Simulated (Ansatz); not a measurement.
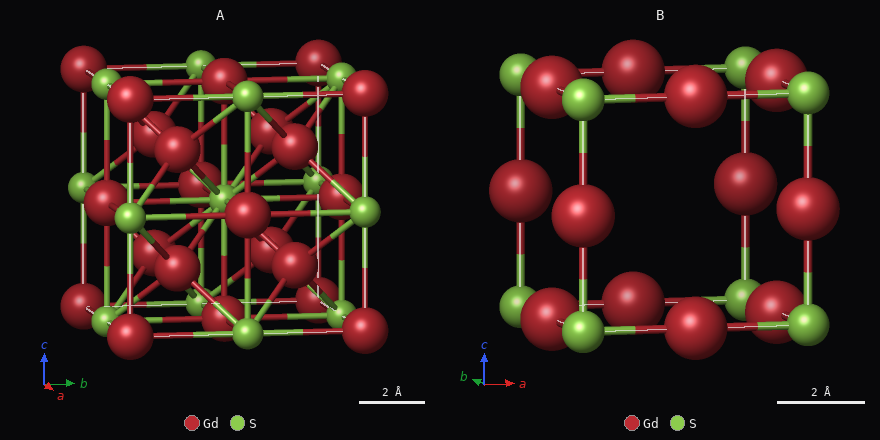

Two structures of Gd3S, each relaxed to rest (conventional cells in solid outline, small ones repeated, not to one scale). Method: Ansatz 0.2.0, DFT PBE, scalar-relativistic, plane waves, PAW, with collinear spins.

What are the two structures?

A: D0₃ (BiF₃ or Fe₃Al type), Fm-3m. B: ReO₃ type, Pm-3m.

Which form lies lower?

B is lower, by 219 meV/atom at this level of theory (energies at zero smearing). Volumes: A 26.1, B 38.6 Å³/atom.

One or both may be structure types tried for this composition rather than known phases.
